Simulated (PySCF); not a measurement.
# COF2 (SMILES O=C(F)F): MP2/pcJ-1 (sfX2C)

Aim: the vertical singlet–triplet gap of COF2 at MP2/pcJ-1 (sfX2C), from 2 runs. Input form: a Python script.

Program for the calculation: PySCF 2.14.0.

3 further runs of the same task are left out: 3 set aside as unsound or not needed.

**1. Starting point**

The species is COF2 (4 atoms), meant as a singlet with charge 0. As SMILES, `O=C(F)F`. The coordinates come from a GFN2-xTB relaxation.

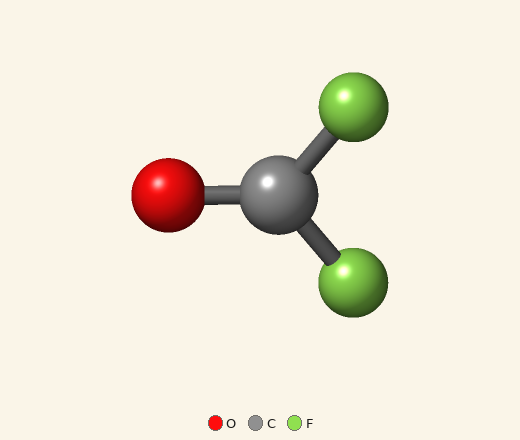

Viewed from a chosen angle; oxygen red, carbon grey, fluorine green.

**2. Energy and one-electron properties at MP2/pcJ-1 (sfX2C)**

Contents of calc.py:

```python
# O=C(F)F
import numpy
from pyscf import gto, scf, mp, lo

mol = gto.M(
    atom='''
O     -2.350460    -0.297311     0.290848
C     -0.193716    -0.024888     0.024377
F      1.608251    -1.555925     0.798353
F      0.935925     1.878123    -1.113578
''',
    unit='bohr',
    verbose=4,
    spin=0,
    basis='pcj-1',
    max_memory=1860,
)

calc0 = scf.RHF(mol)
calc0 = calc0.x2c()
calc0.kernel()

pt = mp.MP2(calc0).run()
energy = pt.e_tot
print('Final energy', energy)
calc0.analyze()
quad = calc0.quad_moment()
occ = calc0.mo_coeff[:, calc0.mo_occ > 0]
iaos = lo.vec_lowdin(lo.iao.iao(mol, occ), calc0.get_ovlp())
c = iaos.T @ calc0.get_ovlp() @ occ
pop_iao, q_iao = scf.hf.mulliken_pop(lo.iao.reference_mol(mol), (c * calc0.mo_occ[calc0.mo_occ > 0]) @ c.T, numpy.eye(c.shape[0]), verbose=0)
print('IAO charges', numpy.round(q_iao, 4))
dm_corr = pt.make_rdm1(ao_repr=True)
dip_corr = calc0.dip_moment(mol, dm_corr)
```

Command:

```bash
OMP_NUM_THREADS=1 python calc.py
```

The log of the run:

```text
PySCF version 2.14.0

[INPUT] num. atoms = 4
[INPUT] num. electrons = 32
[INPUT] charge = 0
[INPUT] spin (= nelec alpha-beta = 2S) = 0
[INPUT] symmetry False subgroup None
[INPUT] Mole.unit = bohr
[INPUT] Symbol           X                Y                Z      unit          X                Y                Z       unit  Magmom
[INPUT]  1 O     -1.243809867179  -0.157330205756   0.153910133442 AA   -2.350460000000  -0.297311000000   0.290848000000 Bohr   0.0
[INPUT]  2 C     -0.102510092591  -0.013170162425   0.012899752871 AA   -0.193716000000  -0.024888000000   0.024377000000 Bohr   0.0
[INPUT]  3 F      0.851049778639  -0.823360051901   0.422470213870 AA    1.608251000000  -1.555925000000   0.798353000000 Bohr   0.0
[INPUT]  4 F      0.495270181130   0.993859890905  -0.589280100182 AA    0.935925000000   1.878123000000  -1.113578000000 Bohr   0.0

[... 70 lines left out ...]
MO #1   energy= -26.4200473117676  occ= 2
[... 11 lines left out ...]
MO #13  energy= -0.713067368620448 occ= 2
[... 11 lines left out ...]
MO #25  energy= 0.960692684475198  occ= 0
[... 11 lines left out ...]
MO #37  energy= 2.05643602543711   occ= 0
[... 11 lines left out ...]
MO #49  energy= 2.80592610396164   occ= 0
[... 11 lines left out ...]
MO #61  energy= 5.81056908706939   occ= 0
[... 11 lines left out ...]
MO #73  energy= 24.1637901051424   occ= 0
[... 11 lines left out ...]
MO #85  energy= 44.2349626870014   occ= 0
[... 11 lines left out ...]
MO #97  energy= 56.8308887265845   occ= 0
[... 126 lines left out ...]
Dipole moment(X, Y, Z, Debye):  1.03151,  0.12809, -0.12577
[... 2 lines left out ...]
IAO charges [-0.4439  1.0238 -0.2899 -0.2901]
Dipole moment(X, Y, Z, Debye):  0.98848,  0.12270, -0.12051
```

Run time: 3.6 s. Hardware: 1 thread of Arm Neoverse V1, shared host; peak memory 0.33 GiB.

Atomic charges (e):

```
atom  Mulliken     IAO
  O1    -0.426  -0.444
  C2    +1.020  +1.024
  F3    -0.297  -0.290
  F4    -0.297  -0.290
```

**3. The triplet**

Contents of input.py:

```python
from pyscf import gto, scf, mp

system = gto.Mole()
system.atom = '''
O     -2.350460    -0.297311     0.290848
C     -0.193716    -0.024888     0.024377
F      1.608251    -1.555925     0.798353
F      0.935925     1.878123    -1.113578
'''
system.verbose = 4
system.unit = 'bohr'
system.spin = 2
system.max_memory = 1860
system.basis = 'pcj-1'
system.build()

calc0 = scf.UHF(system)
calc0 = calc0.x2c()
calc0.kernel()
if not calc0.converged:
    calc0 = calc0.newton().run(calc0.mo_coeff, calc0.mo_occ)

pt = mp.MP2(calc0).run()
etot = pt.e_tot
print(f'total energy: {etot:.8f} hartree')
dip = calc0.dip_moment()
pop, q = calc0.mulliken_pop()
quad = calc0.quad_moment()
dm_corr = pt.make_rdm1(ao_repr=True)
dip_corr = calc0.dip_moment(system, dm_corr)
```

Command:

```bash
OMP_NUM_THREADS=1 python input.py
```

The log of the run:

```text
PySCF version 2.14.0

[INPUT] num. atoms = 4
[INPUT] num. electrons = 32
[INPUT] charge = 0
[INPUT] spin (= nelec alpha-beta = 2S) = 2
[INPUT] symmetry False subgroup None
[INPUT] Mole.unit = bohr
[INPUT] Symbol           X                Y                Z      unit          X                Y                Z       unit  Magmom
[INPUT]  1 O     -1.243809867179  -0.157330205756   0.153910133442 AA   -2.350460000000  -0.297311000000   0.290848000000 Bohr   0.0
[INPUT]  2 C     -0.102510092591  -0.013170162425   0.012899752871 AA   -0.193716000000  -0.024888000000   0.024377000000 Bohr   0.0
[INPUT]  3 F      0.851049778639  -0.823360051901   0.422470213870 AA    1.608251000000  -1.555925000000   0.798353000000 Bohr   0.0
[INPUT]  4 F      0.495270181130   0.993859890905  -0.589280100182 AA    0.935925000000   1.878123000000  -1.113578000000 Bohr   0.0

[... 31 lines left out ...]
WARN: HOMO 0.107922943345439 >= LUMO -0.484658884457566
[... 50 lines left out ...]
converged SCF energy = -311.614504815516  <S^2> = 2.0149281  2S+1 = 3.0099356
[... 1 line left out ...]
******** <class 'pyscf.mp.ump2.UMP2'> ********
nocc = (np.int64(17), np.int64(15)), nmo = (108, 108)
E(UMP2) = -312.452508298633  E_corr = -0.838003483117513
E(SCS-UMP2) = -312.440148167731  E_corr = -0.82564335221511
E_corr(same-spin) = -0.207647108683738
E_corr(oppo-spin) = -0.630356374433775
total energy: -312.45250830 hartree
Dipole moment(X, Y, Z, Debye): -1.12964, -0.14546,  0.14050
 ** Mulliken pop       alpha | beta **
pop of  0 O 1s        0.01710 | 0.01707
pop of  0 O 2s        0.59531 | 0.59512
pop of  0 O 3s        0.36781 | 0.36924
[... 105 lines of this table left out ...]
In total            17.00000 | 15.00000
 ** Mulliken atomic charges   ( Nelec_alpha | Nelec_beta ) **
charge of  0O =     -0.11516  (     4.58824      3.52693 )
charge of  1C =      0.75044  (     3.06936      2.18020 )
charge of  2F =     -0.31753  (     4.67112      4.64641 )
charge of  3F =     -0.31776  (     4.67129      4.64647 )
Traceless quadrupole moment (Debye*A):

Dipole moment(X, Y, Z, Debye): -1.08370, -0.13960,  0.13478
```

Wall time 6.6 s (1 thread of Arm Neoverse V1, shared host); peak memory 0.36 GiB.

Atomic charges (e):

```
atom  Mulliken
  O1    -0.115
  C2    +0.750
  F3    -0.318
  F4    -0.318
```

**4. What came out**

At MP2/pcJ-1 (sfX2C):

| quantity | value |
| --- | --- |
| singlet: total energy | -312.73478 Eh |
| singlet: dipole moment (correlated density) | 1.00 D |
| singlet: HOMO energy (Hartree–Fock orbitals) | -15.38 eV |
| singlet: LUMO energy (Hartree–Fock orbitals) | 4.34 eV |
| singlet: HOMO–LUMO gap (Hartree–Fock orbitals) | 19.72 eV |
| singlet: correlation energy | -901.9 mEh |
| triplet: total energy | -312.45251 Eh |
| triplet: dipole moment (correlated density) | 1.10 D |
| triplet: HOMO energy (Hartree–Fock orbitals) (highest over α and β) | -8.06 eV |
| triplet: LUMO energy (Hartree–Fock orbitals) (lowest over α and β) | -0.67 eV |
| triplet: correlation energy | -838.0 mEh |
| triplet: ⟨S²⟩ of the reference determinant | 2.015 |
| vertical energy of the triplet above the singlet | 7.681 eV |

**Reading.** At this shape the triplet lies 7.68 eV (177 kcal/mol) above the singlet. Mulliken charges (triplet) of the mean-field density run from -0.32 on F4 to +0.75 on C2.
